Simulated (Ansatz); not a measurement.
Partial pair distribution functions of a relaxed model of amorphous Ga₂₄O₃₈Ti, broadened by 0.06 Å; density 4.92 g/cm³. Computed with PBE, scalar-relativistic without spin-orbit coupling (plane waves to 420 eV, PAW; Ansatz, a first-principles code).

A CHGNet melt-quench gave the starting glass, which DFT then relaxed. O atoms were pushed apart under 1.9 Å during the dynamics, to hinder bonds among them. The hot cell started wider than the set density and was brought back towards it in steps. It is the lowest in DFT energy of 2 quenches. It is a model cell: composition and starting density were chosen by hand, and all elements were melted together. No dispersion term was used. Its density started from a set value of 4.92 and ended at 4.92 g/cm³. The quench (nominally 330 K/ps over its main leg) was far faster than any real one, so the model tends to hold more defects than a real film. Values belong to this one cell and scatter from quench to quench. The volume was held where the preparation left it and the shape relaxed, at a PBE pressure of 0.1 GPa.

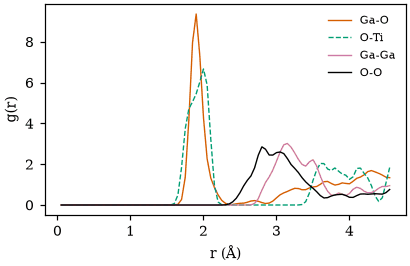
Figure. Partial pair distribution functions

Highest peaks under 4.5 Å: Ga-O near 1.90 Å, O-Ti near 2.00 Å, Ga-Ga near 3.15 Å, O-O near 2.80 Å; pairs of few atoms are noisy.

Within 2.34 Å each Ga has 4.50 O neighbours on average.
